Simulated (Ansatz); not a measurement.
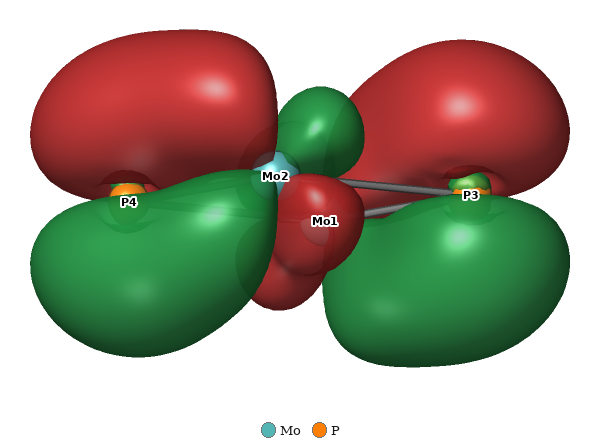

*Mo2P2. The HOMO−1 at ±0.06 Å⁻³ᐟ² (green and red are the two phases), seen from one side.*

Geometry: r2SCAN-D4/def2-SVP; core potentials replace the inner electrons of Mo.

All numbers below come from RKS PBE0-D4/def2-TZVP in Ansatz 0.2.0.

Input file:

```
crystal:
  periodic: [false, false, false]
  atoms:
    - {symbol: Mo, position_ang: [0.006427, -1.054956, -0.031598]}
    - {symbol: Mo, position_ang: [-0.006424, 1.054952, 0.031704]}
    - {symbol: P, position_ang: [2.113036, -0.490243, -0.065971]}
    - {symbol: P, position_ang: [-2.113038, 0.490247, 0.065866]}
basis:
  gaussian: {orbitals: def2-TZVP, initial_orbitals: start.molden}
hamiltonian: {xc: pbe0, dispersion: d4}
scf: {omitted_lower_state_checks: [starts]}
output: {orbitals: {seedname: orbitals}}
```

Launched as:

```sh
ansatz run in.yaml --threads 4 --pin off --events-out ev --progress --plain --max-ram 3916MiB
```

**Where does this orbital lie, and at what energy?**

By Hirshfeld shares it lies mainly on P3 (about 25 %), P4 (about 25 %), Mo1 (about 25 %) and Mo2 (about 25 %); it changes sign across the molecular plane (π type); it is ungerade (odd under inversion); π-bonding across Mo1–Mo2; π-antibonding (a node) across Mo1–P3, Mo1–P4, Mo2–P3 and Mo2–P4. Its energy is −6.03 eV.
